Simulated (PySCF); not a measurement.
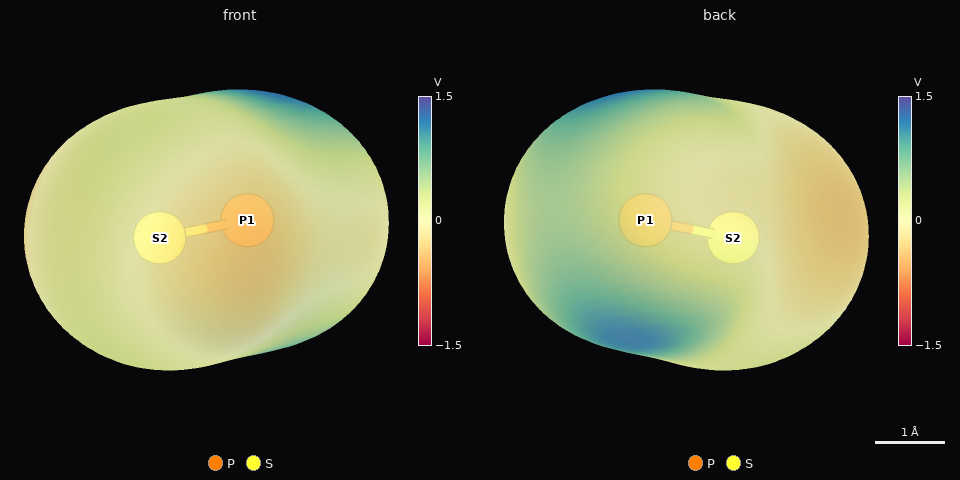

Figure 1: PS (doublet). The electrostatic potential painted on the density surface at 0.002 e/bohr³, seen from the front and from behind; red is negative and blue positive.

Theory: PySCF, PBE0/def2-TZVPP, non-relativistic Hamiltonian with scalar-relativistic core potentials where named, at a bond length of 1.897 Å.

### Describe the electrostatic potential map.

The most negative region (about −0.4 V) lies over S2, the most positive (about +1.2 V) over P1.
